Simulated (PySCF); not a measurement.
**Excited-state calculation of BSiCl5O**

BSiCl5O, computed with TDDFT CAM-B3LYP/def2-SVPD, vertical, gas phase, core orbitals frozen in the response (PySCF 2.14.0).

The geometry comes from this level: PBE0-D3(BJ)/def2-SVP.

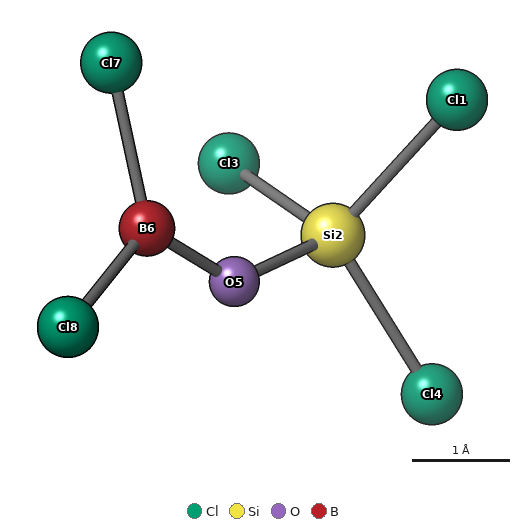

Figure 1. The input geometry (ball-and-stick view, seen at a tilt; atoms are numbered from 1 in the order of the input). Bond lengths as drawn: B–Cl 1.75 to 1.76 Å, B–O 1.35 Å, Cl–Si 2.03 Å and O–Si 1.65 Å.

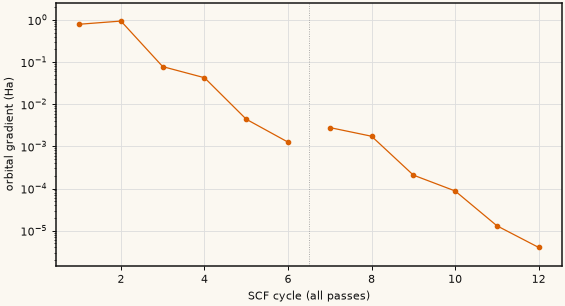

Figure 2. Convergence of the self-consistent field: orbital gradient against the SCF cycle. The dotted line marks the change from a coarse to the final integration grid. The first 6 cycles use a coarse grid, the final grid takes over at cycle 7, and the field converges after 12 cycles in all.

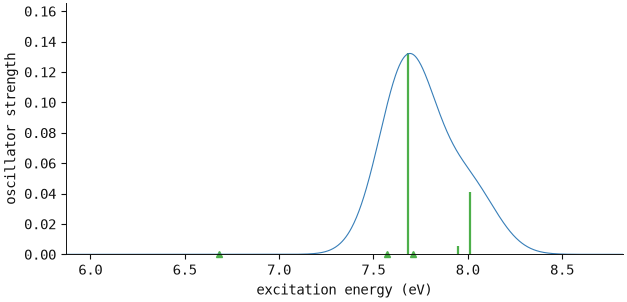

Figure 3. Computed excitations as sticks (degenerate states added up, dark ones marked on the axis), with a Gaussian envelope of 0.35 eV full width at half maximum, scaled to the tallest. Of the 6 states the lowest lies at 6.68 eV (f = 0.000); the strongest line is at 7.68 eV, or 161 nm (f = 0.132).

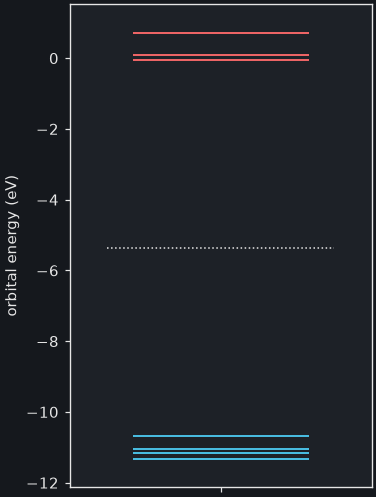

Figure 4. Orbital energies near the frontier; the dotted line parts filled from empty levels, and levels within 0.02 eV of each other stand side by side. Highest filled −10.69 eV, lowest empty −0.04 eV, 10.65 eV apart.

The input that produced these results follows, with the program's output.

**Input**
```
{"job": {"kind": "uv", "xc": "CAM-B3LYP", "basis": "def2-SVPD", "nstates": 6, "ntriplets": 2, "ip": true}, "charge": 0, "multiplicity": 1}
Cl     1.169540     0.512270     2.094523
Si     1.131080     0.035140     0.120735
Cl     1.494383     1.678019    -1.016883
Cl     2.505484    -1.402592    -0.273883
O     -0.343879    -0.595734    -0.269061
B     -1.637390    -0.225612    -0.232045
Cl    -2.115139     1.361209     0.349133
Cl    -2.856115    -1.353176    -0.775693
```

The first line tells a small driver script what to run in PySCF; the rest is the geometry in Å.

Run as:
```bash
OMP_NUM_THREADS=1 python <driver script> task.json out
```

**What the program printed**
```
coarse grid: 11920 points
cycle   1  E = -2689.6542908649  dE =  1.256e+00  |g| = 7.901e-01  |ddm| = 4.612e+00
cycle   2  E = -2689.6215048385  dE =  3.279e-02  |g| = 9.397e-01  |ddm| = 3.028e+00
cycle   3  E = -2689.8015055113  dE = -1.800e-01  |g| = 7.809e-02  |ddm| = 1.389e+00
cycle   4  E = -2689.8025169392  dE = -1.011e-03  |g| = 4.255e-02  |ddm| = 1.987e-01
cycle   5  E = -2689.8029596953  dE = -4.428e-04  |g| = 4.412e-03  |ddm| = 6.406e-02
cycle   6  E = -2689.8029658639  dE = -6.169e-06  |g| = 1.261e-03  |ddm| = 1.084e-02
final grid: 93072 points
cycle   7  E = -2690.0918428340  dE = -1.761e-05  |g| = 2.797e-03  |ddm| = 4.952e-02
cycle   8  E = -2690.0918439327  dE = -1.099e-06  |g| = 1.742e-03  |ddm| = 8.067e-03
cycle   9  E = -2690.0918445897  dE = -6.570e-07  |g| = 2.085e-04  |ddm| = 2.993e-03
cycle  10  E = -2690.0918446007  dE = -1.104e-08  |g| = 8.769e-05  |ddm| = 6.002e-04
cycle  11  E = -2690.0918446030  dE = -2.231e-09  |g| = 1.310e-05  |ddm| = 2.088e-04
cycle  12  E = -2690.0918446030  dE = -4.911e-11  |g| = 4.011e-06  |ddm| = 2.928e-05
converged SCF energy = -2690.0918446030

Static polarisability (au): isotropic 103.453, principal 92.675 106.849 110.835

Singlet excitations
state   eV       nm        f      main configurations
  1   6.6819    185.6   0.00005   H->L 0.96
  2   7.5703    163.8   0.00059   H-5->L 0.84
  3   7.6817    161.4   0.13218   H-2->L 0.54, H-1->L 0.28, H-4->L 0.10
  4   7.7096    160.8   0.00012   H-1->L+1 0.58, H-2->L+1 0.16, H-1->L+2 0.11
  5   7.9489    156.0   0.00575   H-3->L 0.28, H-4->L+1 0.17, H-7->L 0.16
  6   8.0108    154.8   0.04080   H-3->L+1 0.69, H-3->L+2 0.12

Triplet excitations (Tamm-Dancoff, eV): 6.5245 6.7994
Vertical ionisation energy (delta-SCF) = 11.8500 eV
Vertical electron affinity (delta-SCF) = -0.5233 eV
```

**Results in brief**

```tsv
quantity	value
outcome	converged
total energy	−2690.091845 hartree
HOMO	−10.69 eV
LUMO	−0.04 eV
dipole moment	0.56 D
mean polarisability	103.45 a.u.
vertical ionisation energy	11.85 eV
vertical electron affinity	−0.52 eV
lowest singlet excitation	6.68 eV
hardware	1 CPU thread, shared host
wall time	2.2 min
peak memory	1.2 GiB
```
